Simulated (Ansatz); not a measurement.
# CH5BO2Si: single point in a Gaussian basis from a Python script

Wanted for CH5BO2Si: a single point in a Gaussian basis. SMILES: C[SiH]1OB1O.

Program: Ansatz 0.2.0 through its Python package. Level of theory: LC-ωPBE/def2-TZVP. These are calculated values, not measurements.

### 1 Starting point

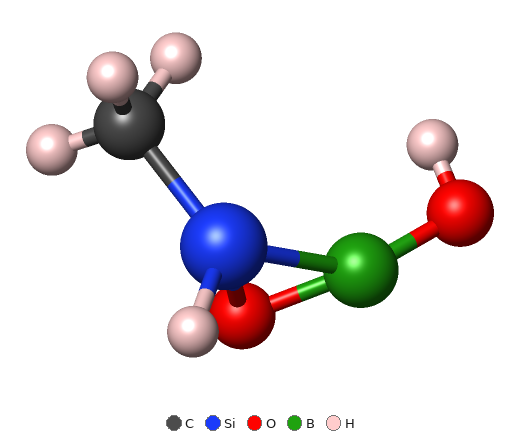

The starting structure, viewed from a chosen angle; carbon dark grey, silicon blue, oxygen red, boron green, hydrogen pink.

No structure file is read: the coordinates are typed or built in the script.

### 2 The code

The input, energy_ch5bo2si.py:

```python
import ansatz as az
import numpy as np

mol = (
    az.Crystal.molecule()
    .atom("C", [-1.4312, -0.544, 0.1227])
    .atom("Si", [0.0927, 0.0294, 0.9577])
    .atom("O", [1.3488, -0.8205, 0.2874])
    .atom("B", [1.6794, 0.5302, -0.2486])
    .atom("O", [2.0524, 1.3811, -1.3475])
    .atom("H", [-1.4421, -0.1939, -0.9608])
    .atom("H", [-2.3179, -0.0014, 0.6012])
    .atom("H", [-1.5515, -1.5828, 0.1862])
    .atom("H", [0.2032, -0.0214, 2.4657])
    .atom("H", [1.4494, 1.1722, -2.0611])
)

job = mol.calculation().basis(gaussian="def2-TZVP").functional("lc_wpbe").forces()
result = job.run()
r = result.report

print(f"E = {r['free_energy_ev']:.6f} eV = {r['free_energy_ev'] / 27.211386246:.7f} Ha")
print("converged:", r["converged"], " doubts:", r["published_state_doubts"] or "none")

symbols = [site.symbol for site in mol.cartesian_sites]
print("forces (eV/A)")
for symbol, f in zip(symbols, r["forces_ev_ang"]):
    print(f"  {symbol:2s} {f[0]:9.4f} {f[1]:9.4f} {f[2]:9.4f}")

charges = r["charge_distribution"]
print("dipole moment", round(4.803205 * float(np.linalg.norm(charges["dipole_moment_e_ang"])), 3), "D")
print("Mulliken:", [(s, round(q, 3)) for s, q in zip(symbols, charges["mulliken_charges_e"])])
```

### 3 Running it

Run with:

```bash
python energy_ch5bo2si.py
```

The program printed:

```text
E = -13763.311289 eV = -505.7923608 Ha
converged: True  doubts: none
forces (eV/A)
  C    -1.7156    3.0956   -0.4639
  Si    1.4222    2.0764    0.1828
  O     3.6616    1.3162   -3.2284
  B    -4.0498   -0.4359    1.2963
  O     0.4346   -2.6855    2.3966
  H     0.1794   -0.6326    1.3711
  H     0.9555   -0.9699   -0.5930
  H    -0.3336   -1.5974    0.0556
  H    -0.4862   -0.1252   -0.5194
  H    -0.0680   -0.0418   -0.4977
dipole moment 2.145 D
Mulliken: [('C', -0.459), ('Si', 0.168), ('O', -0.296), ('B', 0.213), ('O', -0.383), ('H', 0.142), ('H', 0.142), ('H', 0.157), ('H', -0.013), ('H', 0.329)]
```

Run time: 7.6 s. Hardware: 1 thread of Arm Neoverse V2, shared host; peak memory 0.36 GiB.

Lines on the test bed's own set-up are left out of the output.

### 4 Size and end state of the run

From the engine's report, whether the script printed it or not:

| item | value |
| --- | --- |
| SCF cycles in all | 21 |
| orbitals | 191 |
| total energy (eV) | -13763.31129 |

### 5 Again, from the shell

The engine's input of that run, saved to a file, gives the whole log.

The input, input.yaml:

```yaml
crystal:
  periodic: [false, false, false]
  atoms:
    - { symbol: C, position_ang: [-1.4312, -0.544, 0.1227] }
    - { symbol: Si, position_ang: [0.0927, 0.0294, 0.9577] }
    - { symbol: O, position_ang: [1.3488, -0.8205, 0.2874] }
    - { symbol: B, position_ang: [1.6794, 0.5302, -0.2486] }
    - { symbol: O, position_ang: [2.0524, 1.3811, -1.3475] }
    - { symbol: H, position_ang: [-1.4421, -0.1939, -0.9608] }
    - { symbol: H, position_ang: [-2.3179, -0.0014, 0.6012] }
    - { symbol: H, position_ang: [-1.5515, -1.5828, 0.1862] }
    - { symbol: H, position_ang: [0.2032, -0.0214, 2.4657] }
    - { symbol: H, position_ang: [1.4494, 1.1722, -2.0611] }
basis:
  gaussian: { orbitals: def2-TZVP }
hamiltonian:
  xc: lc_wpbe
output:
  forces: true
```

Run with:

```bash
ansatz run input.yaml --threads 1 --pin off --max-ram 4096MiB --backend cpu --events-out ev --progress --plain --runs-dir out
```

The program printed, shortened:

```text
Warning: RAYON_NUM_THREADS=1 ignored (pool sized by the plan → 1); use --threads N
[...]
Functional definition: LC-wPBE
[...]
1123 factors; their error is unknown
403 factors; integrals over basis functions are off by at most 1.8e-5 eV
[...]
mean field -13763.31128924 eV, -505.7923607721 hartree, gradient 2.6e-5 eV, S^2 0.000000; 0 other end points of the search recorded, 0 dependent functions left out
[...]
reference -13763.31128925 eV, -505.7923607724 hartree; 23, 23 occupied and 168, 168 virtual orbitals, 1123 factors
Total energy: -13763.31128925 eV, -505.7923607724 hartree
Atom 0 at    -1.431200    -0.544000     0.122700 Å, force    -1.715616     3.095626    -0.463885 eV/Å
Atom 1 at     0.092700     0.029400     0.957700 Å, force     1.422157     2.076400     0.182762 eV/Å
Atom 2 at     1.348800    -0.820500     0.287400 Å, force     3.661629     1.316170    -3.228392 eV/Å
Atom 3 at     1.679400     0.530200    -0.248600 Å, force    -4.049829    -0.435887     1.296274 eV/Å
Atom 4 at     2.052400     1.381100    -1.347500 Å, force     0.434551    -2.685476     2.396573 eV/Å
Atom 5 at    -1.442100    -0.193900    -0.960800 Å, force     0.179440    -0.632586     1.371074 eV/Å
Atom 6 at    -2.317900    -0.001400     0.601200 Å, force     0.955451    -0.969876    -0.592988 eV/Å
Atom 7 at    -1.551500    -1.582800     0.186200 Å, force    -0.333572    -1.597400     0.055640 eV/Å
Atom 8 at     0.203200    -0.021400     2.465700 Å, force    -0.486233    -0.125173    -0.519400 eV/Å
Atom 9 at     1.449400     1.172200    -2.061100 Å, force    -0.067976    -0.041798    -0.497659 eV/Å
Dipole moment:    -0.382139    -0.036486    -0.228103 e Å
```

Wall time 6.7 s (1 thread of Arm Neoverse V2, shared host); peak memory 0.29 GiB.

Script and command line differ by 0.000 meV in the energy.

### 6 Outcome

| quantity | value |
| --- | --- |
| total energy | -13763.3113 eV |
| largest force | 5.056 eV/Å |
| dipole moment | 2.14 D |

**Reading.** Forces reach 5.06 eV/Å, so the atoms aren't at rest. The geometry is a force-field or estimated start, not a minimum of this method, and the basis set is short of its limit.
